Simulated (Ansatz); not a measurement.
The relaxed structure here is a generated cell of IrO2: the first start was made by placing the elements on the sites of a structure type, and the end was not matched to a known phase here, so it may be hypothetical. Known forms of IrO2 include space group No. 136.

A relaxed structure of IrO2. Space group P6₄22 (No. 181). These are PBEsol (plane waves to 420 eV, PAW, scalar-relativistic; Ansatz, a quantum-chemistry and plane-wave program) values and carry that method's errors.

```xyz
9
Lattice="4.7794 0.0000 0.0000 -2.3897 4.1391 0.0000 0.0000 0.0000 7.8245" Properties=species:S:1:pos:R:3 pbc="T T T"
Ir     2.3897     0.0000     3.9123
Ir    -1.1949     2.0695     6.5204
Ir     1.1949     2.0695     1.3041
O      2.2361     1.2910     2.6082
O      2.5433     1.2910     5.2163
O      2.3897     1.5571     0.0000
O     -0.1536     2.8481     5.2163
O      0.0000     2.5820     0.0000
O      0.1536     2.8481     2.6082
```

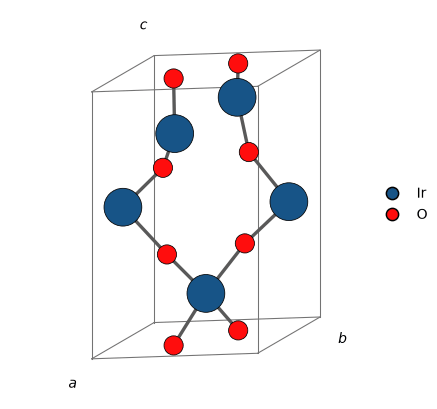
Figure. The conventional cell of the relaxed structure

* **Volume per atom**: 17.20 Å³
* **Band gap**: zero (metallic)
* **Shortest distances**: Ir–O 1.84 Å; O–O 2.60 Å; Ir–Ir 3.54 Å
* **k-mesh**: 11×11×6

Band energies at high-symmetry points (eV from the Fermi level; labels of this space group; no spin-orbit coupling), from −5 eV up to 5.0 eV:

| point | energies |
|---|---|
| Γ | -4.79 -4.79 -3.99 -3.26 -3.26 -2.50 -2.13 -1.73 -1.48 -1.48 -1.12 -0.88 -0.88 -0.60 -0.60 1.18 1.52 1.52 3.65 3.65 4.54 |
| M | -4.81 -4.74 -4.27 -3.96 -3.84 -3.79 -2.55 -2.30 -1.83 -1.62 -1.47 -1.19 -0.63 -0.59 0.18 0.54 0.80 1.03 1.12 2.75 4.73 4.93 |
| K | -4.94 -4.37 -3.92 -3.92 -3.89 -3.65 -3.65 -1.74 -1.57 -1.43 -1.43 -1.40 -1.40 0.11 0.11 0.77 0.77 0.86 0.87 2.65 |
| A | -4.17 -3.88 -3.88 -3.59 -2.61 -2.61 -2.59 -2.59 -2.07 -2.07 -1.58 -1.14 0.50 0.50 0.60 0.60 0.64 1.47 1.50 |
| L | -4.73 -4.30 -4.14 -4.08 -3.25 -2.95 -1.69 -1.67 -1.50 -1.27 -1.14 -0.94 -0.71 -0.36 0.35 0.85 0.97 1.47 3.40 4.26 |
| H | -4.73 -4.73 -4.25 -3.64 -3.64 -2.94 -1.66 -1.39 -1.39 -1.36 -0.87 -0.87 -0.58 -0.58 -0.31 0.89 1.31 1.31 4.15 4.15 |

No spin polarisation in the result. The relaxed primitive cell holds an odd number of electrons. A magnetic state may lie lower. No Hubbard U is applied.

The run could not lose the symmetry of its start: the end is stationary, and may be a saddle point rather than a minimum.
